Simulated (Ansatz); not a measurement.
Input file:

```
crystal:
  periodic: [false, false, false]
  atoms:
    - { symbol: C, position_ang: [-1.5482, 1.0549, 1.3241] }
    - { symbol: Ge, position_ang: [0.3408, 1.0549, 1.2227] }
    - { symbol: Si, position_ang: [0.955, -0.5718, -0.2953] }
    - { symbol: "N", position_ang: [0.4832, -2.1563, 0.2841] }
    - { symbol: Si, position_ang: [0.0835, -0.1286, -2.2878] }
    - { symbol: H, position_ang: [-2.0063, 1.3528, 0.3075] }
    - { symbol: H, position_ang: [-1.8902, 1.8785, 2.0407] }
    - { symbol: H, position_ang: [-1.9334, 0.1258, 1.6331] }
    - { symbol: H, position_ang: [0.8735, 2.4526, 0.7885] }
    - { symbol: H, position_ang: [0.9243, 0.7297, 2.6469] }
    - { symbol: H, position_ang: [2.4435, -0.5905, -0.3747] }
    - { symbol: H, position_ang: [0.8973, -2.3392, 1.2202] }
    - { symbol: H, position_ang: [0.7272, -2.8511, -0.3996] }
    - { symbol: H, position_ang: [0.4509, -1.1468, -3.2171] }
    - { symbol: H, position_ang: [-1.3841, -0.1141, -2.1356] }
    - { symbol: H, position_ang: [0.56, 1.2265, -2.7136] }
basis:
  gaussian: { orbitals: def2-SVP }
hamiltonian:
  xc: hf
relax:
  f_tol: 0.015
  max_steps: 40
output:
  orbitals: {}
```

Command:

```sh
ansatz run input.yaml --threads 2 --pin off --max-ram 3072MiB --backend cpu --events-out ev --progress --plain --runs-dir out
```

The fields are those of the run's last geometry, not of the input's.

Level of theory: RHF/def2-SVP in Ansatz 0.2.0.

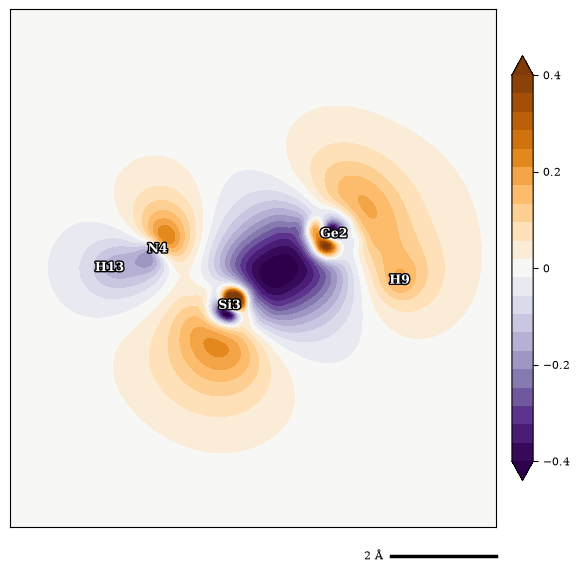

CH11GeNSi2 (SMILES [CH3][GeH2][SiH](N)[SiH3]). The HOMO on the plane of atoms Ge2, Si3 and N4 (values in Å⁻³ᐟ²; the overall sign is arbitrary).

**What is the character of this orbital?**

By Hirshfeld shares it lies mainly on Si3 (about 35 %), Ge2 (about 30 %) and Si5 (about 15 %). Its energy is −9.89 eV.
